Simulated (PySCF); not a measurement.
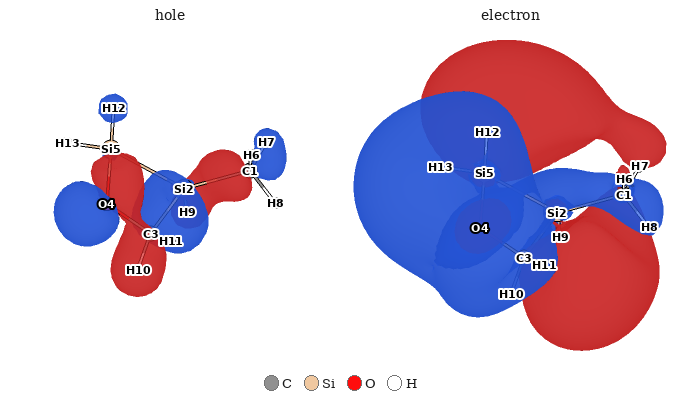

*C2H8OSi2, SMILES `C[SiH]1CO[SiH2]1`. Leading natural transition orbital pair of S₂ (TDA singlet states); the surfaces enclose about 85 % of each orbital's density.*

Computed with PySCF, B3LYP/6-31+G*, geometry: GFN2-xTB. No frequency check shows the geometry to be a minimum.

> Give its energy and the atoms that hole and electron lie on.

5.87 eV (211 nm), f = 0.004, partly diffuse acceptor orbital; the leading pair carries 99 %; hole on O4 (38 %), C3 (22 %) and Si2 (16 %), electron on Si5 (45 %), Si2 (19 %) and C3 (8 %) (atom shares of so diffuse an orbital are rough); their centroids lie 1.4 Å apart; S₃ lies within 0.1 eV of it. In canonical orbitals it is mainly HOMO−2 → LUMO (59 %). The HOMO–LUMO gap is 6.75 eV.

Cost of the run: 72 s on 1 thread of Intel(R) Xeon(R) 6975P-C (Granite Rapids) (shared host), peak memory 0.67 GiB.
